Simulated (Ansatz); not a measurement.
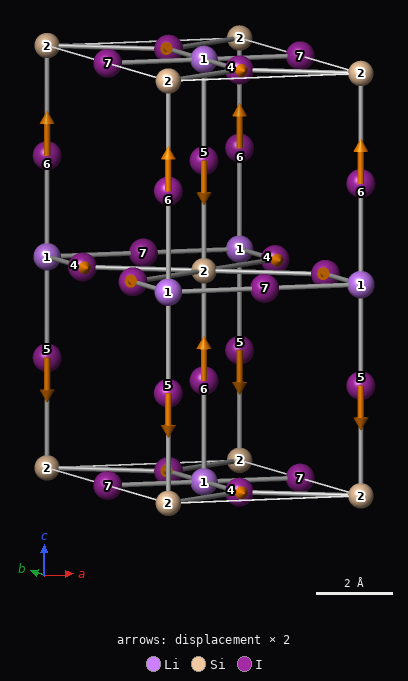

A relaxation of crystalline LiSiI5 (built on the AlCrF5-71 type type). The starting structure is drawn; orange arrows show the displacements (the part carried along by the change of the cell is left out), magnified 2 times.

The picture is a ball-and-stick view of the conventional cell (2 times the calculation's cell), seen slightly off an axis. Lengths and directions refer to the drawn axes.

The calculation used DFT, PBEsol, plane waves, PAW (Ansatz 0.2.0). (plane-wave cutoff 420 eV; k-point mesh 4 × 4 × 4; occupations fermi dirac; smearing width 0.03 eV; no spin polarisation; cell and atoms relaxed; force threshold 0.01 eV/Å; at most 120 steps)

Atoms of which element are displaced furthest, and by how much?

Iodine: up to 0.60 Å, against 0.00 Å for silicon.

Describe the change and its energy.

The energy falls by 211 meV per atom in 9 accepted moves (10 points after the start). The largest force component goes from 1.1 to 0.0027 eV/Å. The pressure goes from −2.12 to −0.01 GPa. The SCF was repeated once at an unchanged geometry on a basis and grid sized afresh for the cell, which shifted the energy by 0.1 meV per atom at most. The largest moves relative to the cell, 0.60 Å, are those of I atoms. Si and Li stay in place. The drawn cell changes as follows: a 5.429 → 4.715 Å (−13.1 %), b 9.339 → 9.668 Å (+3.5 %), c 11.249 → 11.882 Å (+5.6 %); the volume changes by −5.0 %. Some distances before and after: I–Li 2.693 → 3.445 Å, I–Si 2.931 → 2.496 Å, I–Si 3.339 → 2.967 Å, I–Li 2.714 → 2.358 Å. The space group stays Immm (No. 71).
